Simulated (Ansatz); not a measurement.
**Se on Al(111): change of the work function**

Wanted: Δφ(θ) for Se/Al(111), starting from the fcc site.

Program: Ansatz 0.2.0. Level of theory: plane-wave DFT, PBE, Ansatz PAW. Results are calculated unless marked as measured.

**1. The starting structure**

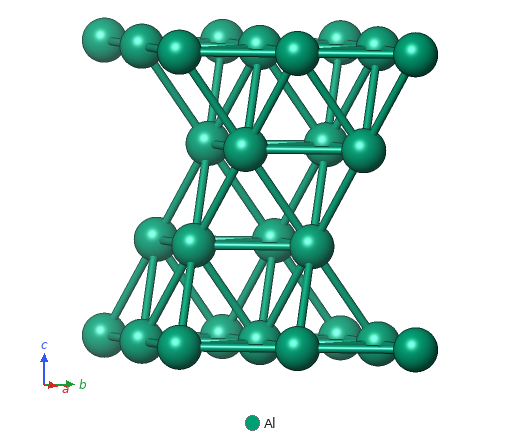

Start, viewed from the side, with the c axis up; aluminium teal. 2×2×1 cells are drawn. Some periodic images of atoms are drawn too.

The cell holds 4 atoms: 4 Al. Its edges and angles: a = 2.864 Å, b = 2.864 Å, c = 25.015 Å, α = 90.0°, β = 90.0°, γ = 60.0°. Vacuum lies along c.

Coordinates:

```cif
data_structure
_symmetry_space_group_name_H-M 'P 1'
_symmetry_Int_Tables_number 1
_cell_length_a 2.8638
_cell_length_b 2.8638
_cell_length_c 25.0148
_cell_angle_alpha 90.000
_cell_angle_beta 90.000
_cell_angle_gamma 60.000
_cell_volume 177.67
loop_
_atom_site_label
_atom_site_type_symbol
_atom_site_fract_x
_atom_site_fract_y
_atom_site_fract_z
_atom_site_occupancy
Al1 Al 0.00000 0.00000 0.35979 1
Al2 Al 0.33333 0.33333 0.45326 1
Al3 Al 0.66667 0.66667 0.54674 1
Al4 Al 0.00000 0.00000 0.64021 1
```

**2. The clean slab**

The bare slab comes first, as the zero from which every change is counted. The two lowest layers are held at bulk places and the upper ones relax. The dipole correction removes the false field that a one-sided slab makes across the periodic vacuum, so each face gets a flat vacuum level of its own.

input.yaml

```yaml
crystal:
  lattice:
    - [2.8637824638, 0.0, 0.0]
    - [1.4318912319, 2.4801083646, 0.0]
    - [0.0, 0.0, 25.0148057707]
  atoms:
    - { symbol: Al, position: [0.0, 0.0, 0.3597869231] }
    - { symbol: Al, position: [0.3333333333, 0.3333333333, 0.4532623077] }
    - { symbol: Al, position: [0.6666666667, 0.6666666667, 0.5467376923] }
    - { symbol: Al, position: [0.0, 0.0, 0.6402130769] }
kpoints:
  mp_grid: { grid: [12, 12, 1] }
hamiltonian:
  xc: pbe
scf:
  occupations: { method: fermi_dirac, width: 0.1 }
  convergence: { dr2_threshold: 1.0e-08 }
efield:
  axis: 3
  dipole_correction: true
  ramp_position: 0.97
  ramp_width: 0.06
relax:
  f_tol: 0.02
  max_steps: 60
  constraints: [{ sites: [0, 1] }]
output:
  write_potential: true
  write_density: true
  volumetric_format: npy
```

Launch:

```sh
$ ansatz run input.yaml --threads 2 --pin off --max-ram 3072MiB --backend cpu --events-out ev --progress --plain --runs-dir out
```

Numbers of over 12 decimals in the logs are rounded to 6 here.

The log of the run:

```text
Engine: ansatz 0.2.0, aarch64-unknown-linux-gnu
Pseudopotentials: kind: paw
Pseudopotential: Al, paw, valence charge 3, recommended cutoff 420 eV (normal), Al.paw.azcp
Functional definition: PBE
  parameter kappa = 0.804
  parameter beta = 0.066725
  exchange = pbe_x(kappa = kappa, mu = beta*pi^2/3)
  correlation = pbe_c(beta = beta)
Crystal: 4 atoms, lattice volume = 177.667 Å³
Basis set: ecut = 420 eV, 3467 PW (Γ), exchange–correlation on 40×40×360 points (8 copies of the dense FFT grid, shifted against one another)
Bands: 10, of which v1, the nominal top of the filled ones, is band 6 counted from 1 (5 counted from 0)
Symmetry: 6 space group operations
k-points: 19 of 144 (time reversal used)
Non-local potential: Al, projectors of the file, l = 0: 2, l = 1: 2, l = 2: 1
PAW form: soft (Blöchl's): semilocal exchange-correlation on the pseudo side does not see the compensation charge
PAW one-centre angular grid: Al, 110 points (default); XC on 64 Gauss nodes
Initial density: superposition of atomic densities (neutral atoms: chi_scale 0, normalization atom), corrected by the library's trained network
Initial wavefunctions: pseudopotential atomic-orbital guess
Functional: x = pbe(κ = 0.804, μ = 0.219515), c = pbe(β = 0.066725)
SCF iter   1: F=—  HF=-2149.281065 eV  |F-HF|=—  |Δ(HF+E_count)|=         —  Δρ=1.37e-3  dr2=4.13e-2  ethr=1.77e-3  p=-0.000 e·Å  D=-1.79e-14 V/Å  ΔV_dip=0.00 eV  dr2_dipole=1.23e-6  V_vac-E_F(+/−)=3.96/3.96 eV  ⟨swp⟩=8.2  Hψ=1709  notcnv=0
efield: sawtooth ramp at fractional position 0.9700 (set: `efield.ramp_position`, or a place that a band, a saddle search or an elastic batch's reference lends), width 0.0600; the density the first Hamiltonian is built on has a dipole p = -0.000 e·Å; the dipole correction subtracts the counter field D = -1.79e-14 V/Å, which shifts the + side's vacuum level by +0.00 eV against the − side's; the planar-averaged density in the ramp window peaks in size at 6.8e-6 e/Å³
preconditioner: auto → LDOS  [metal: Δε(μ)=0.035 eV  Ē_g=6.481 eV  σ=0.100 eV  W_gap=0.09  n_scr=12 (ndim 8)  ℏωp=9.7 eV  f_vac=0.517  D(μ)=1.93/eV (n_scr^D=10)  β→1.0]
SCF iter   2: F=—  HF=-2149.278663 eV  |F-HF|=—  |Δ(HF+E_count)|=   2.40e-3  Δρ=4.15e-4  dr2=5.50e-4  ethr=3.44e-4  p=-0.000 e·Å  D=-2.16e-5 V/Å  ΔV_dip=0.00 eV  dr2_dipole=9.75e-7  V_vac-E_F(+/−)=4.05/4.05 eV  ⟨swp⟩=1.4  Hψ=364  notcnv=0
SCF iter   3: F=—  HF=-2149.278781 eV  |F-HF|=—  |Δ(HF+E_count)|=   1.18e-4  Δρ=1.46e-4  dr2=1.74e-4  ethr=4.59e-6  p=-0.000 e·Å  D=-1.14e-5 V/Å  ΔV_dip=0.00 eV  dr2_dipole=2.68e-9  V_vac-E_F(+/−)=4.05/4.05 eV  ⟨swp⟩=2.3  Hψ=349  notcnv=0
SCF iter   4: F=—  HF=-2149.278775 eV  |F-HF|=—  |Δ(HF+E_count)|=   6.25e-6  Δρ=2.72e-5  dr2=6.01e-6  ethr=1.45e-6  p=-0.000 e·Å  D=-4.98e-6 V/Å  ΔV_dip=0.00 eV  dr2_dipole=2.20e-9  V_vac-E_F(+/−)=4.05/4.05 eV  ⟨swp⟩=2.6  Hψ=311  notcnv=0
SCF iter   5: F=—  HF=-2149.278723 eV  |F-HF|=—  |Δ(HF+E_count)|=   5.25e-5  Δρ=8.22e-6  dr2=2.22e-7  ethr=5.01e-8  p=-0.000 e·Å  D=-2.02e-6 V/Å  ΔV_dip=0.00 eV  dr2_dipole=6.48e-11  V_vac-E_F(+/−)=4.05/4.05 eV  ⟨swp⟩=2.3  Hψ=315  notcnv=0
SCF iter   6: F=—  HF=-2149.278723 eV  |F-HF|=—  |Δ(HF+E_count)|=   3.20e-7  Δρ=1.90e-6  dr2=2.67e-8  ethr=1.85e-9  p=-0.000 e·Å  D=-6.66e-7 V/Å  ΔV_dip=0.00 eV  dr2_dipole=4.13e-15  V_vac-E_F(+/−)=4.05/4.05 eV  ⟨swp⟩=2.4  Hψ=314  notcnv=0
SCF iter   7: F=-2149.278723 eV  HF=-2149.278723 eV  |F-HF|=4.15e-9  |Δ(HF+E_count)|=   1.70e-8  Δρ=3.92e-7  dr2=9.37e-10  ethr=8.33e-11  p=-0.000 e·Å  D=-7.30e-8 V/Å  ΔV_dip=0.00 eV  dr2_dipole=1.46e-13  V_vac-E_F(+/−)=4.05/4.05 eV  ⟨swp⟩=9.1  Hψ=1233  notcnv=0
SCF 1 converged in 7 iterations: F = -2149.278723 eV  dr2 = 9.37e-10
  greatest PAW one-centre occupation: 0.462 electrons in one spin orbital (limit 2), on the Al atom at site 0 (counted from 0), in its partial waves of l = 0
relax step   1: F+E_penalty+E_count = -2149.27872285 eV  Δ(F+E_penalty+E_count) = +0.000e0 eV  max|allowed force component| = 1.320e-1 eV/Å  Δτ_max = 0.0000 Å  (7 SCF iters, accepted)
Initial density: handed on by an earlier stage of this run
Initial wavefunctions: those handed on with the density
iter 1 solved again at ethr=3.27e-4 eV; its pass at ethr=3.10e-3 eV (dr2=3.92e-2 eV) is discarded
SCF iter   1: F=—  HF=-2149.285072 eV  |F-HF|=—  |Δ(HF+E_count)|=         —  Δρ=1.34e-3  dr2=3.83e-2  ethr=3.27e-4  p=-0.000 e·Å  D=-7.52e-8 V/Å  ΔV_dip=0.00 eV  dr2_dipole=4.72e-3  V_vac-E_F(+/−)=4.05/4.05 eV  ⟨swp⟩=1.2  Hψ=1170  notcnv=0
efield: sawtooth ramp at fractional position 0.9700 (set: `efield.ramp_position`, or a place that a band, a saddle search or an elastic batch's reference lends), width 0.0600; the density the first Hamiltonian is built on has a dipole p = -0.000 e·Å; the dipole correction subtracts the counter field D = -7.52e-8 V/Å, which shifts the + side's vacuum level by +0.00 eV against the − side's; the planar-averaged density in the ramp window peaks in size at 1.7e-7 e/Å³
preconditioner: auto → LDOS  [metal: Δε(μ)=0.063 eV  Ē_g=6.503 eV  σ=0.100 eV  W_gap=0.15  n_scr=12 (ndim 8)  ℏωp=9.7 eV  f_vac=0.521  D(μ)=1.95/eV (n_scr^D=10)  β→1.0]
SCF iter   2: F=—  HF=-2149.281980 eV  |F-HF|=—  |Δ(HF+E_count)|=   3.09e-3  Δρ=4.25e-4  dr2=1.25e-3  ethr=3.19e-4  p=0.000 e·Å  D=1.82e-7 V/Å  ΔV_dip=-0.00 eV  dr2_dipole=2.59e-4  V_vac-E_F(+/−)=4.03/4.03 eV  ⟨swp⟩=2.1  Hψ=258  notcnv=0
SCF iter   3: F=—  HF=-2149.281849 eV  |F-HF|=—  |Δ(HF+E_count)|=   1.31e-4  Δρ=1.92e-4  dr2=2.96e-4  ethr=1.04e-5  p=0.000 e·Å  D=6.48e-5 V/Å  ΔV_dip=-0.00 eV  dr2_dipole=1.61e-6  V_vac-E_F(+/−)=4.02/4.02 eV  ⟨swp⟩=2.4  Hψ=337  notcnv=0
SCF iter   4: F=—  HF=-2149.281822 eV  |F-HF|=—  |Δ(HF+E_count)|=   2.67e-5  Δρ=2.12e-5  dr2=3.32e-6  ethr=2.46e-6  p=0.000 e·Å  D=8.41e-5 V/Å  ΔV_dip=-0.00 eV  dr2_dipole=8.88e-8  V_vac-E_F(+/−)=4.02/4.02 eV  ⟨swp⟩=2.3  Hψ=272  notcnv=0
SCF iter   5: F=—  HF=-2149.281817 eV  |F-HF|=—  |Δ(HF+E_count)|=   5.30e-6  Δρ=7.09e-6  dr2=1.97e-7  ethr=2.77e-8  p=0.000 e·Å  D=7.28e-5 V/Å  ΔV_dip=-0.00 eV  dr2_dipole=1.99e-8  V_vac-E_F(+/−)=4.02/4.02 eV  ⟨swp⟩=2.4  Hψ=343  notcnv=0
SCF iter   6: F=—  HF=-2149.281817 eV  |F-HF|=—  |Δ(HF+E_count)|=   1.41e-7  Δρ=1.36e-6  dr2=1.11e-8  ethr=1.64e-9  p=0.000 e·Å  D=6.54e-5 V/Å  ΔV_dip=-0.00 eV  dr2_dipole=2.37e-11  V_vac-E_F(+/−)=4.02/4.02 eV  ⟨swp⟩=2.5  Hψ=297  notcnv=0
SCF iter   7: F=-2149.281817 eV  HF=-2149.281817 eV  |F-HF|=2.26e-9  |Δ(HF+E_count)|=   5.33e-9  Δρ=3.42e-7  dr2=9.00e-10  ethr=8.33e-11  p=0.000 e·Å  D=6.31e-5 V/Å  ΔV_dip=-0.00 eV  dr2_dipole=5.33e-14  V_vac-E_F(+/−)=4.02/4.02 eV  ⟨swp⟩=9.1  Hψ=1236  notcnv=0
SCF 2 converged in 7 iterations: F = -2149.281817 eV  dr2 = 9.00e-10
  greatest PAW one-centre occupation: 0.463 electrons in one spin orbital (limit 2), on the Al atom at site 3 (counted from 0), in its partial waves of l = 0
relax step   2: F+E_penalty+E_count = -2149.28181683 eV  Δ(F+E_penalty+E_count) = -3.094e-3 eV  max|allowed force component| = 5.697e-2 eV/Å  Δτ_max = 0.0619 Å  (7 SCF iters, accepted)
SCF iter   1: F=—  HF=-2149.282212 eV  |F-HF|=—  |Δ(HF+E_count)|=         —  Δρ=2.15e-4  dr2=1.06e-3  ethr=4.10e-5  p=0.000 e·Å  D=6.31e-5 V/Å  ΔV_dip=-0.00 eV  dr2_dipole=1.83e-4  V_vac-E_F(+/−)=4.02/4.02 eV  ⟨swp⟩=2.3  Hψ=665  notcnv=0
efield: sawtooth ramp at fractional position 0.9700 (set: `efield.ramp_position`, or a place that a band, a saddle search or an elastic batch's reference lends), width 0.0600; the density the first Hamiltonian is built on has a dipole p = 0.000 e·Å; the dipole correction subtracts the counter field D = 6.31e-5 V/Å, which shifts the + side's vacuum level by -0.00 eV against the − side's; the planar-averaged density in the ramp window peaks in size at 5.2e-8 e/Å³
preconditioner: auto → LDOS  [metal: Δε(μ)=0.068 eV  Ē_g=6.492 eV  σ=0.100 eV  W_gap=0.16  n_scr=12 (ndim 8)  ℏωp=9.7 eV  f_vac=0.520  D(μ)=1.91/eV (n_scr^D=10)  β→1.0]
SCF iter   2: F=—  HF=-2149.282106 eV  |F-HF|=—  |Δ(HF+E_count)|=   1.05e-4  Δρ=1.28e-4  dr2=8.40e-5  ethr=8.82e-6  p=0.000 e·Å  D=7.97e-5 V/Å  ΔV_dip=-0.00 eV  dr2_dipole=8.18e-7  V_vac-E_F(+/−)=4.02/4.02 eV  ⟨swp⟩=1.6  Hψ=363  notcnv=0
SCF iter   3: F=—  HF=-2149.282096 eV  |F-HF|=—  |Δ(HF+E_count)|=   1.06e-5  Δρ=2.29e-5  dr2=9.96e-6  ethr=7.00e-7  p=-0.000 e·Å  D=-1.38e-5 V/Å  ΔV_dip=0.00 eV  dr2_dipole=1.95e-6  V_vac-E_F(+/−)=4.02/4.02 eV  ⟨swp⟩=2.7  Hψ=381  notcnv=0
SCF iter   4: F=—  HF=-2149.282096 eV  |F-HF|=—  |Δ(HF+E_count)|=   1.92e-7  Δρ=5.61e-6  dr2=6.74e-7  ethr=8.30e-8  p=-0.000 e·Å  D=-3.55e-5 V/Å  ΔV_dip=0.00 eV  dr2_dipole=1.17e-7  V_vac-E_F(+/−)=4.02/4.02 eV  ⟨swp⟩=1.4  Hψ=224  notcnv=0
SCF iter   5: F=-2149.282096 eV  HF=-2149.282096 eV  |F-HF|=7.79e-9  |Δ(HF+E_count)|=   4.76e-8  Δρ=9.72e-7  dr2=3.57e-9  ethr=8.33e-11  p=-0.000 e·Å  D=-4.17e-5 V/Å  ΔV_dip=0.00 eV  dr2_dipole=4.91e-10  V_vac-E_F(+/−)=4.02/4.02 eV  ⟨swp⟩=8.5  Hψ=1456  notcnv=0
SCF 3 converged in 5 iterations: F = -2149.282096 eV  dr2 = 3.57e-9
  greatest PAW one-centre occupation: 0.463 electrons in one spin orbital (limit 2), on the Al atom at site 0 (counted from 0), in its partial waves of l = 0
relax step   3: F+E_penalty+E_count = -2149.28209604 eV  Δ(F+E_penalty+E_count) = -2.792e-4 eV  max|allowed force component| = 2.389e-3 eV/Å  Δτ_max = 0.0093 Å  (5 SCF iters, accepted)
NSCF: frozen V_eff on 19 k-points
the band table was solved once a step of the walk had ended and its energy, with any forces and stress, was formed, with the checks that follow a solve (2035 applications of the Hamiltonian). They found nothing against the state; the energy, forces and stress were not computed again (output.eigenvalues in the input reference)
WARN: The input density's exchange-correlation potential varies sharply where the density is thin. Do not read a vacuum level from v_tot or v_xc, or from such a field of the output density. On a cell that repeats whose density bears no net charge and no dipole along the vacuum's axis use v_es (v_loc + v_h of the components); under efield.dipole_correction with no amplitude use v_es + v_field, which holds any external [...]
SCF converged after 5 iterations
Free energy (F): -2149.282096 eV
Harris-Foulkes:  -2149.282096 eV  (|F-HF|=7.79e-9)
Internal energy: -2149.219587 eV  (E = F + TS)
E sigma→0 (E₀):  -2149.250841 eV
Entropy (-TS):   -0.062509 eV (-15.627 meV/atom)
Fermi energy:    0.479266 eV
Dipole field:    D = -0.000073 V/Å  (p = -0.000072 e·Å, saw-weighted, corrected)
Work function:   Φ+ = 4.0205 eV   Φ− = 4.0187 eV
Levels:          The Fermi level and band energies are counted from a zero that moves with the ramp; work functions are not
--- Per-component energies (eV) ---
  E_band       = -44.413710
  E_kinetic    = 87.546440
  E_local      = -3014.590194  (includes V_loc(G=0)·N_el)
  E_nonlocal   = 41.703702
  E_hartree    = 1484.218628
  E_xc         = -156.809171
  E_vxc        = -112.957825  (∫ρ·V_xc dr)
  E_paw        = -1869.225999  (= ΣΔE_a)
  E_vpaw       = -14.554873  (= ΣTr[D̂ρ^β])
  E_aug_tail   = -0.000009  (compensation charges beyond the density's cutoff)
  E_efield     = 0.000000  (sawtooth field / dipole correction)
  E_vefield    = -0.000024  (∫n·V_field dr)
  E_ewald      = 1277.937017
  E_smearing   = -0.062509  (= −TS)
  E_closure    = -0.000000  (closes the sum)
  Σ components = -2149.282096   (vs F -2149.282096, Δ=0.00e0)
--- Forces (eV/Å), atoms counted from 1 ---
  atom   1  Al    -0.00000000     0.00000000     0.01001900
  atom   2  Al    -0.00000000     0.00000000    -0.01099822
  atom   3  Al     0.00000000    -0.00000000    -0.00139935
  atom   4  Al    -0.00000000    -0.00000000     0.00238930
  max |Σ_I F_I| component: 1.07e-5 eV/Å
--- Band table (eV; the first three rows and the last of 19) ---
  k-point 0: bands = ["-10.3221", "-9.2285", "-7.6200", "-5.3461", "-2.8883", "0.0394", "2.5925", "4.0136", "4.4355", "5.4494"]
  k-point 1: bands = ["-10.1555", "-9.0628", "-7.4556", "-5.1818", "-2.7320", "0.1950", "2.7478", "4.1769", "4.6017", "5.6108"]
  k-point 2: bands = ["-9.6568", "-8.5668", "-6.9634", "-4.6912", "-2.2635", "0.6555", "3.1920", "4.6420", "5.0801", "5.6506"]
  k-point 18: bands = ["-2.6054", "-2.5276", "-2.5272", "-1.6010", "-1.5972", "-1.4746", "-0.1635", "-0.1632", "0.8321", "2.3628"]
--- Relaxed structure (3 steps of the walk, 3 accepted, 0 SCFs on fresh bases) ---
  F+E_penalty+E_count = -2149.28209604 eV   max|allowed force component| = 2.389e-3 eV/Å
  atoms:
    - { symbol: Al, position: [0.0, 0.0, 0.3597869231] }
    - { symbol: Al, position: [0.333333, 0.333333, 0.453262] }
    - { symbol: Al, position: [0.666667, 0.666667, 0.544636] }
    - { symbol: Al, position: [0, 0, 0.637923] }
```

It took 8.6 s on 2 threads of Arm Neoverse N1, shared host; peak memory 0.41 GiB.

Relaxation path:

```
step  energy less that of the first step (eV)  largest force component (eV/Å)
   1                                   0.0000                          0.1320
   2                                  -0.0031                          0.0570
   3                                  -0.0034                          0.0024
```

The run keeps the 6 symmetry operations that it works with, so distortions that break them were not tested.

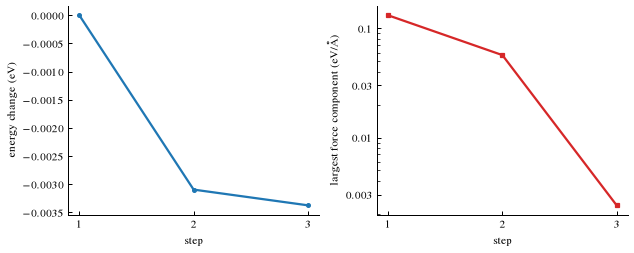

Energy and largest force along the relaxation.

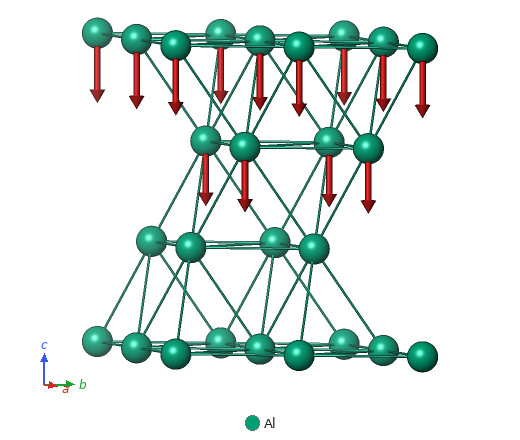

Displacements in the relaxation, exaggerated; the longest in the cell stands for 0.06 Å. 2×2×1 cells are drawn. Some periodic images of atoms are drawn too.

The atoms that moved most (Å):

```
atom     dx     dy      dz  length
 Al4  0.000  0.000  -0.057   0.057
 Al3  0.000  0.000  -0.053   0.053
```

This step gave:

```
energy at zero smearing   : -2149.2508 eV
work function, upper face : 4.021 eV
dipole along the normal   : -7.20e-5 e·Å
```

Running mean over 2.338 Å of the planar mean; the ramp of the sawtooth is left out. Table of electron's electrostatic potential energy less the Fermi level by z:

```
z (Å)  electron's electrostatic potential energy less the Fermi level (eV)
    4                                                                 4.02
    5                                                                 4.01
    6                                                                 3.92
    7                                                                 2.91
    8                                                                -1.37
    9                                                                -4.40
   10                                                                -4.58
   11                                                                -4.61
   12                                                                -4.78
   13                                                                -4.77
   14                                                                -4.62
   15                                                                -4.59
   16                                                                -4.37
   17                                                                -1.17
   18                                                                 3.02
   19                                                                 3.93
   20                                                                 4.01
   21                                                                 4.02
```

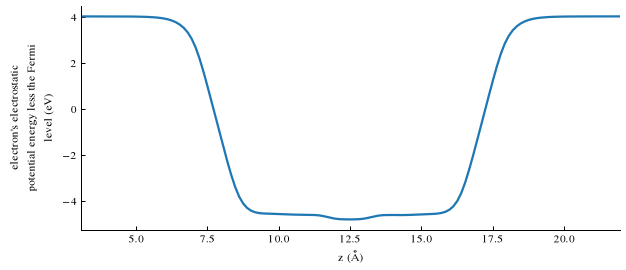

Electron's electrostatic potential energy less the Fermi level against z.

The relaxation took 3 steps and lowered the energy by 0.0034 eV; the largest force on the free atoms ends at 0.0024 eV/Å.

The work function of the upper face is 4.02 eV.

(Part 1 of 3 ends here.)

[Logs are printed without paths, hosts, clocks, repeated set-up lines and the standing remarks that a program may print on its own settings, such as how far it seeks lower states.]

[Hosts, paths, dates, database ids (printed as entryN), source tags and the programs' standing remarks are cut or masked in the printed files.]

[Maps of the electrostatic potential energy from Ansatz leave out the sawtooth potential of an applied field or a dipole correction, so their vacuum need not be flat; planar profiles and work functions include it.]
